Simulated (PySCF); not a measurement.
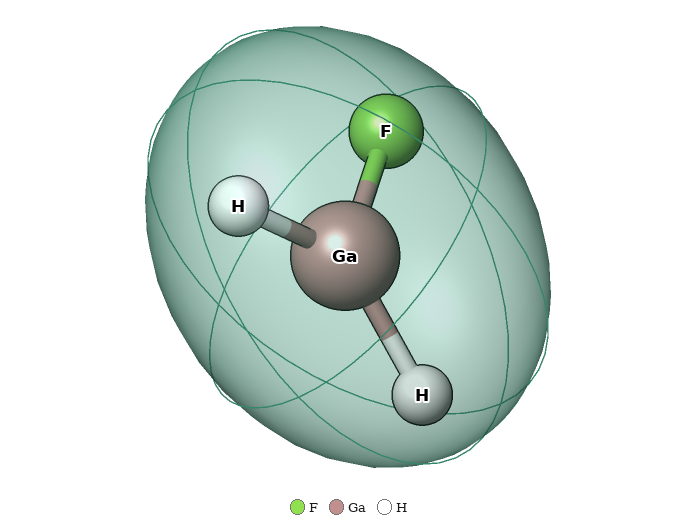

The ellipsoid shows the static dipole polarisability: its half-axes are proportional to the principal values. The computed structure is the end point of a PBE0-D3(BJ)/def2-SVP optimisation. No frequency run is at hand to confirm it as a minimum. Method: PBE0/def2-TZVPD (PySCF 2.14.0).

Question. Give the principal values, the mean and the anisotropy.

Answer. Principal values 24.2, 30.4, 34.0 bohr³; mean 29.5 bohr³ (4.38 Å³); anisotropy 8.6 bohr³, so the longest axis is 1.40 times the shortest.
